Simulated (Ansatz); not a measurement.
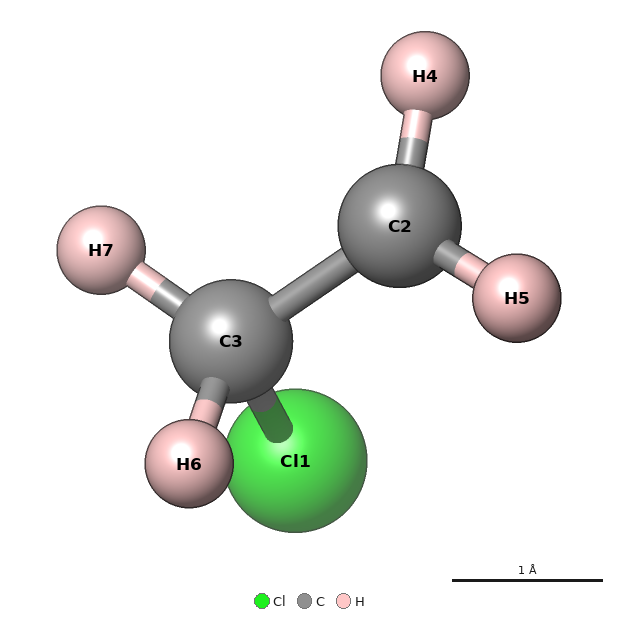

Orthographic view. Distant atoms are faded towards the background colour. Charge 0, doublet. The geometry was computed by an optimisation with PBE0-D4/def2-TZVP.

Give the geometry as a Z-matrix, atoms in numerical order, with these reference atoms: 2 to 1; 3 to 2, 1; 4 to 2, 3, 1; 5 to 2, 4, 3; 6 to 3, 2, 4; 7 to 3, 6, 2.

```
Cl 
C    1   2.709
C    2   1.459   1    39.4
H    2   1.082   3   120.2   1    83.6
H    2   1.082   4   118.3   3   167.5
H    3   1.088   2   113.2   4  -159.4
H    3   1.088   6   110.0   2  -127.8
```
